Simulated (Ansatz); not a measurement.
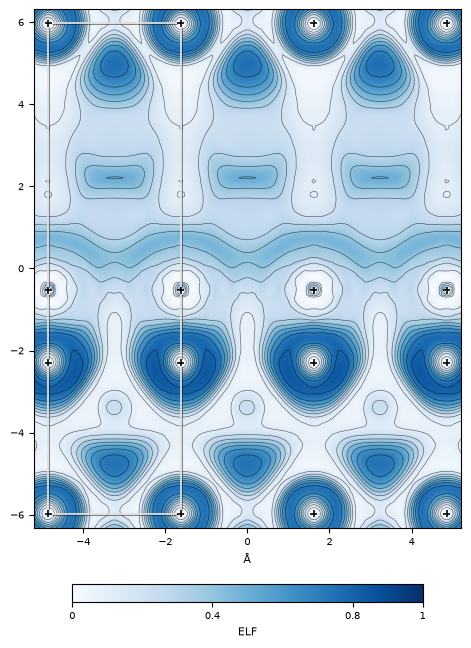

The electron localisation function on a plane through atoms (crosses mark nuclei in the plane).

Theory: DFT PBE, scalar-relativistic, plane waves, PAW in Ansatz 0.2.0.

Candidates:
A. Sc₂Ga₃N₃, a = 3.24 Å, b = 3.24 Å, c = 11.94 Å, α = 90.00°, β = 90.00°, γ = 120.00°. Space group P-3m1; a generated structure, not necessarily the stable one; changed on purpose from its base cell (volume × 0.94, shape and atoms relaxed); computed pressure about 8 GPa in this cell.
B. Li₂HgI₄, a = 6.57 Å, b = 6.57 Å, c = 12.66 Å, α = 90.00°, β = 90.00°, γ = 90.00°. Space group I-42m; a generated structure, not necessarily the stable one.
C. Be₂H₃O, a = 2.60 Å, b = 2.60 Å, c = 21.41 Å, α = 90.00°, β = 90.00°, γ = 120.00°. Space group P-3m1; a generated structure, not necessarily the stable one.

Which system is this?

Answer. Candidate A: Sc₂Ga₃N₃ on the (100) plane of the conventional cell, which holds Sc, Ga and N. Ga–N (1.77 Å): the ELF peaks at about 0.80 in the valence shell of N, 0.6 Å from its nucleus, and is about 0.55 at the midpoint.
